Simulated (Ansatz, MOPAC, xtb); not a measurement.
# A ladder of methods for B2NH5 (SMILES BNB)

B2NH5, singlet, SMILES `BNB`. Each level relaxes the structure for itself.

Each level gives the highest harmonic wavenumber at each level's own minimum (cm⁻¹). The values are calculated.

```json
{"level": "AM1", "kind": "semi-empirical", "program": "MOPAC", "value (cm⁻¹)": "3526"}
{"level": "MNDO", "kind": "semi-empirical", "program": "MOPAC", "value (cm⁻¹)": "3581"}
{"level": "MNDOD", "kind": "semi-empirical", "program": "MOPAC", "value (cm⁻¹)": "3581"}
{"level": "GFN1-xTB", "kind": "semi-empirical", "program": "xtb", "value (cm⁻¹)": "3507"}
{"level": "HF/STO-3G", "kind": "Hartree–Fock", "program": "Ansatz", "value (cm⁻¹)": "4081"}
{"level": "HF/3-21G", "kind": "Hartree–Fock", "program": "Ansatz", "value (cm⁻¹)": "3712"}
{"level": "HF/6-31G* (Cartesian functions)", "kind": "Hartree–Fock", "program": "Ansatz", "value (cm⁻¹)": "3809"}
{"level": "PBE/def2-SVP", "kind": "GGA", "program": "Ansatz", "value (cm⁻¹)": "3480"}
{"level": "PBE0-D4/def2-TZVP", "kind": "global hybrid", "program": "Ansatz", "value (cm⁻¹)": "3590"}
{"level": "B3LYP/6-31G* (Cartesian functions)", "kind": "global hybrid", "program": "Ansatz", "value (cm⁻¹)": "3539"}
```

Harmonic and unscaled. The values span 3480 to 4081 cm⁻¹.

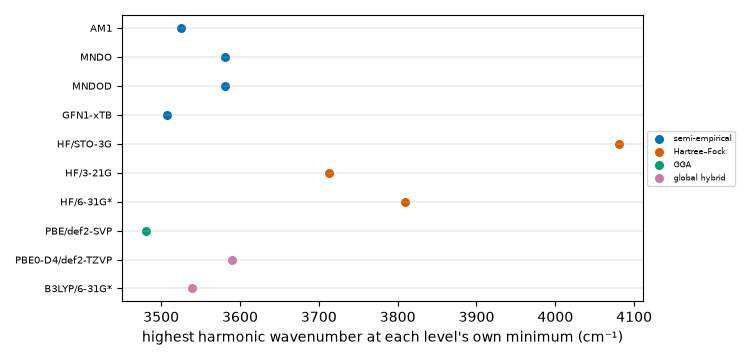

The values of the table, level by level.
